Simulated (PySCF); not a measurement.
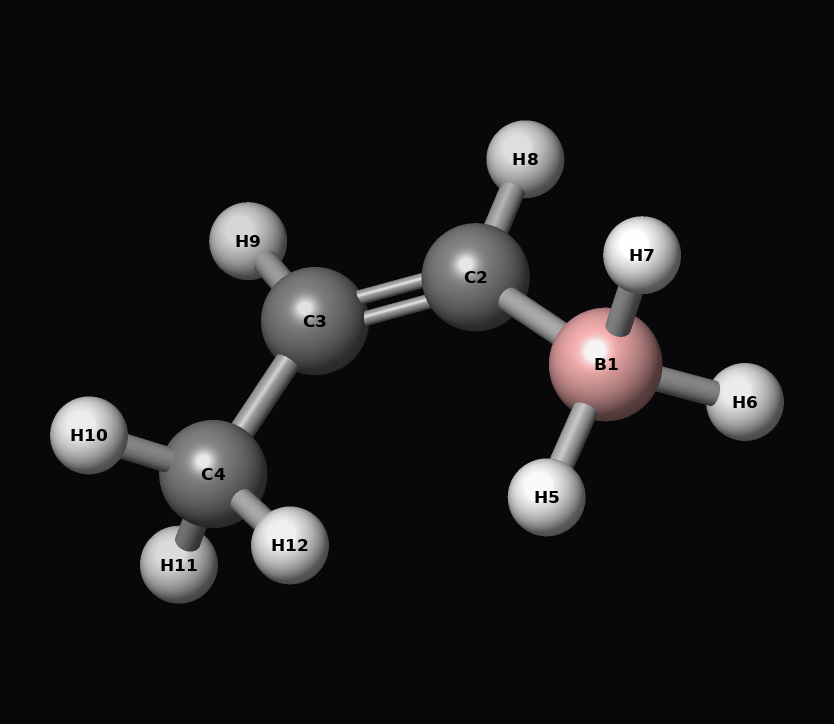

The atoms are numbered. State: charge −1, singlet. Computed geometry: PBE0-D3(BJ)/def2-SVP optimisation. No frequency run is at hand to confirm it as a minimum.

Which atoms are bonded, and how long are the bonds?

```
  bond  length (Å)   order
 B1–C2       1.611  single
 B1–H5       1.248  single
 B1–H6       1.253  single
 B1–H7       1.253  single
 C2–C3       1.349  double
 C2–H8       1.107  single
 C3–C4       1.500  single
 C3–H9       1.105  single
C4–H10       1.108  single
C4–H11       1.108  single
C4–H12       1.100  single
```
